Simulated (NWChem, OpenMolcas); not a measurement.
**SiPH5O2 (SMILES O[SiH2]OP): the dipole moment, rung by rung**

SiPH5O2 has 9 atoms, charge 0, and is taken as a singlet. As SMILES, `O[SiH2]OP`. The shape is that of a PBE0-D4/def2-TZVP optimisation. This is one conformer, not always the lowest.

```xyz
9

O    -0.3079    1.1443   -1.6429
Si    0.8177    0.5620   -0.6064
O     0.3024   -0.7781    0.2018
P    -0.9422   -0.8349    1.2776
H    -0.9987    1.7069   -1.2906
H     1.1706    1.6053    0.3913
H     1.9645    0.1235   -1.4211
H    -0.3059   -1.5909    2.3026
H    -1.6120   -1.9843    0.7706
```

Quantity: the dipole moment, in D. The values are calculated.

```
                              level             kind     program  value (D)  CPU time
  BLYP/6-31G* (spherical functions)              GGA  OpenMolcas       1.44      51 s
revPBE/6-31G* (spherical functions)              GGA  OpenMolcas       1.37      49 s
r2SCAN/6-31G* (spherical functions)         meta-GGA  OpenMolcas       1.45      69 s
 B3LYP/6-31G* (spherical functions)    global hybrid  OpenMolcas       1.55      49 s
 BHLYP/6-31G* (spherical functions)    global hybrid  OpenMolcas       1.70      49 s
M06-2X/6-31G* (spherical functions)  hybrid meta-GGA  OpenMolcas       1.65      63 s
  PBE0/6-31G* (spherical functions)    global hybrid  OpenMolcas       1.52      48 s
 B3LYP/6-31G* (Cartesian functions)    global hybrid      NWChem       1.56      69 s
```

The values span 1.37 to 1.70 D. Magnitudes only. Times are those of the runs behind each value, whatever else they computed, on shared processors of several kinds: orders of magnitude only.

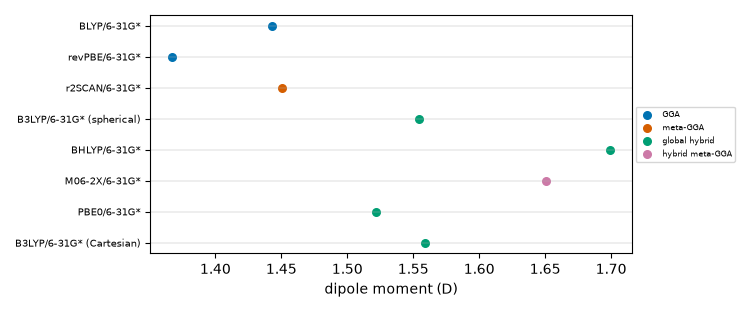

The values of the table, level by level.
